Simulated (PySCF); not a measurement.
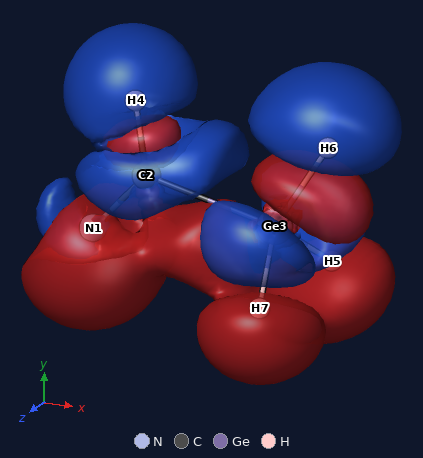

Figure. CH$_{4}$GeN, doublet, SMILES `[N]=[CH][GeH3]`. Change of the electron density in a uniform field of 0.41 V/Å, surfaces at ±0.002 e/Å³ (blue: gain, red: loss).

Level of theory: HF/def2-TZVP (PySCF), at a geometry from GFN2-xTB. No frequency check shows the geometry to be a minimum. A basis without diffuse functions makes polarisabilities too small. The stability of the open-shell solution wasn't checked. GFN2-xTB bond lengths at metals and heavier atoms can be off by up to 0.1 Å and shapes distorted, which carries into these values. GFN2-xTB doesn't know the spin state, so this open-shell geometry is rough.

Geometry (Å), atoms numbered from 1:

```
N1      -2.1421   -0.4216    0.0001
C2      -1.3196    0.4582   -0.0000
Ge3      0.6553   -0.0280    0.0000
H4      -1.4893    1.5375   -0.0006
H5       0.9770   -0.8428   -1.2118
H6       1.4746    1.2358   -0.0062
H7       0.9799   -0.8316    1.2172
```

> Along which Cartesian direction does the field point?

Along −y: electrons gather on the +y side, against the field.

> How large is the response?

The induced dipole is 0.90 D (along the field); α along this axis, from the fields in both directions, is 44 bohr³ (6.5 Å³).

> Which atoms gain and lose the most charge?

Electrons gather most on H6 (Hirshfeld charge changes by −0.018 e) and leave N1 most (+0.022 e); 0.093 electrons are displaced in all.
